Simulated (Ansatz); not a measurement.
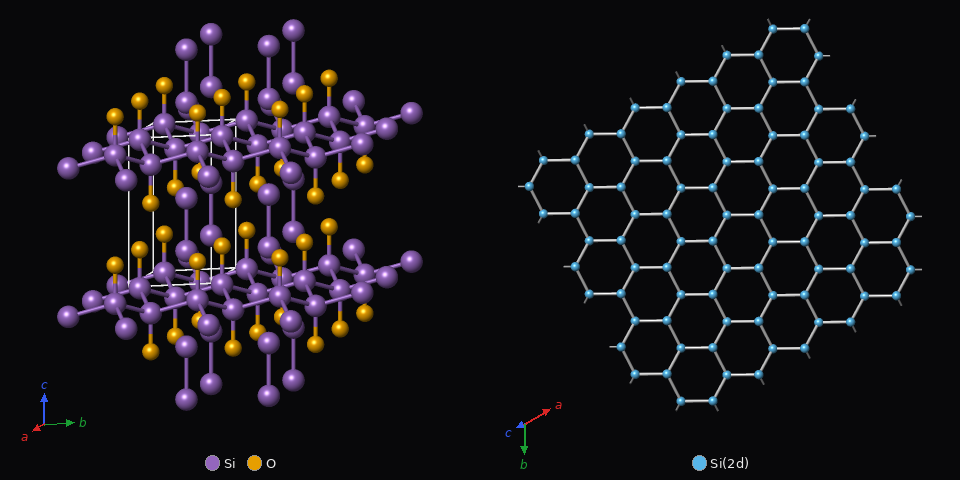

Left: the structure. Right: its underlying net. Nodes are coloured by topological kind. One layer is drawn. Short stubs are edges that leave the cut-out.

The compound is Si2O (space group P-3m1, No. 164), taken as the geometry relaxed with DFT, PAW plane waves, pbesol (Ansatz); the starting structure was generated, so it need not be a known form of this composition.

Bonds are taken as O–Si below 2 Å and Si–Si below 2.6 Å. Simplification: prune 0- and 1-connected atoms, fold 2-connected ones into links.

The result is a uninodal 3-connected, two-periodic (layers) net: Si(2d) is a 3-connected node. Si(2c) and O drop out. It is the hcb net, known from graphene. The layers lie parallel to (001).

| node | links | point symbol | coordination sequence |
| --- | --- | --- | --- |
| Si(2d) | 3 | 6^3 | 3 6 9 12 15 |
